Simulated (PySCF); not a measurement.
System: C$_{6}$H$_{17}$NSi (SiHMe2(NHtBu)).

Input file:

```
{"job": {"kind": "nmr", "xc": "PBE0", "basis": "pcSseg-1"}, "charge": 0, "multiplicity": 1}
Si     0.642540     1.444933     0.009572
H      0.609050     1.731684     1.488135
C      2.428808     1.077436    -0.443927
H      3.043821     1.983350    -0.319914
H      2.500704     0.752594    -1.493912
H      2.864118     0.288751     0.187419
C      0.055416     2.965367    -0.923529
H     -0.969025     3.249814    -0.637177
H      0.071794     2.782827    -2.009641
H      0.713046     3.824088    -0.717844
N     -0.451486     0.165344    -0.441671
C     -0.701507    -1.106799     0.229846
C     -1.752486    -0.936477     1.334716
C     -1.203458    -2.111025    -0.809190
C      0.600074    -1.621564     0.842331
H     -1.274543     0.487872    -0.942218
H     -1.974339    -1.889705     1.840694
H     -1.404132    -0.214594     2.089260
H     -2.694130    -0.552816     0.911953
H     -2.135406    -1.752426    -1.276321
H     -1.413992    -3.091134    -0.353689
H     -0.455810    -2.242483    -1.604945
H      0.992150    -0.919194     1.595785
H      1.366664    -1.768103     0.066853
H      0.432178    -2.584002     1.348035
```

Command:

```sh
OMP_NUM_THREADS=2 python probes_run.py task.json out
```

Geometry: PBE0-D3(BJ)/def2-SVP.

These are results of PBE0/pcSseg-1, SCF density, gas phase, non-relativistic (PySCF 2.14.0), not measurements.

> What can the converged electron density and electron localisation function tell about the bonding?

Si–N (1.74 Å): ρ at the midpoint is about 1 e/Å³; the ELF peaks at about 0.90 between the atoms: a shared but strongly polarised pair.
C–Si (1.88 Å): the density is about 0.95 e/Å³ at the midpoint; the ELF peaks at about 0.95 between the atoms; a shared electron pair.
N–H (1.02 Å): ρ is about 2.8 e/Å³ halfway; the ELF climbs to about 1 towards the hydrogen, as it does in any bond to H: an ordinary covalent bond to hydrogen.
C–H (1.10 Å): ρ is about 1.9 e/Å³ halfway; the ELF climbs to about 1 towards the hydrogen; a covalent bond by its length.

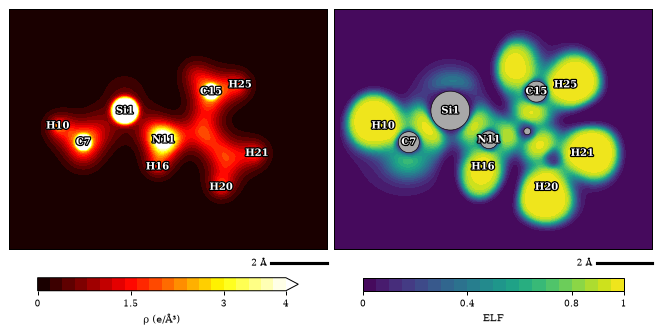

Computed electron density and electron localisation function on the plane of atoms C7, Si1 and N11, in this order. Grey discs cover the atomic cores in the ELF map. 
